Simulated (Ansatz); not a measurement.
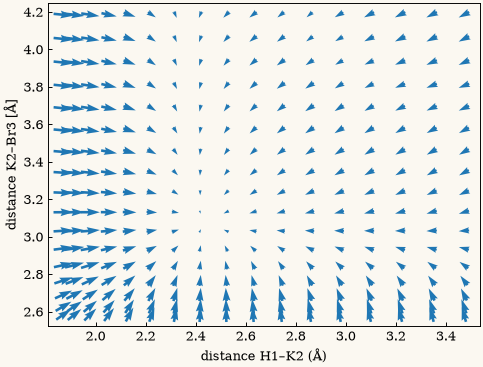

The system H⁻ + KBr. The first coordinate is: distance H1–K2; the second: distance K2–Br3. Nothing is relaxed (the angle H1–K2–Br3 is fixed at 180 degrees). The grid has 17 × 17 points. Points are written as (first, second). The reference is spin-restricted, so regions where a bond is pulled apart into radicals lie too high. Theory: RKS PBE0-D4/def2-SVPD in Ansatz 0.2.0.

In the figure: arrows along the force (downhill), their lengths compressed.

The arrows alone are given. Where is the energy lowest?

Answer. The arrows converge at about (2.432 Å, 3.080 Å) (read from the interpolated surface).

The energy map of the same scan:

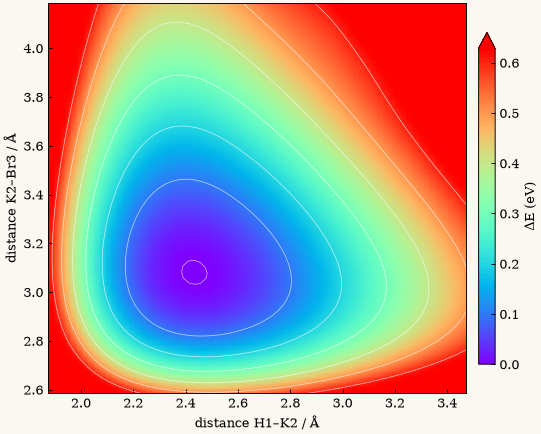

Energies are in eV, from the lowest grid point; between grid points the surface is interpolated.
